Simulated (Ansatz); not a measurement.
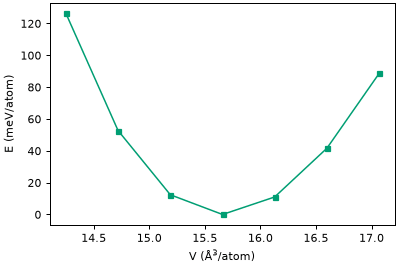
Fig. 1. ZrPt3 (Cu3Au type, Pm-3m) under volume change, LDA in the plane-wave PAW code Ansatz, scaled uniformly.

What does a third-order Birch–Murnaghan fit give for V₀, B₀ and B′?

V₀ = 15.66 Å³/atom, B₀ = 265 GPa, B′ = 4.9.

The workflow started from a Materials Project entry (that database holds measured and hypothetical structures alike); the Crystallography Open Database files this formula in space group No. 221, but the cells were not matched. Its standing as an ambient phase is unchecked. Symmetry was held in the LDA relaxation; its stability against distortions is not shown here. The run is not spin-polarised. Spin–orbit coupling is left out wherever it is not named.

Potentials: the later of the program's two PAW sets.
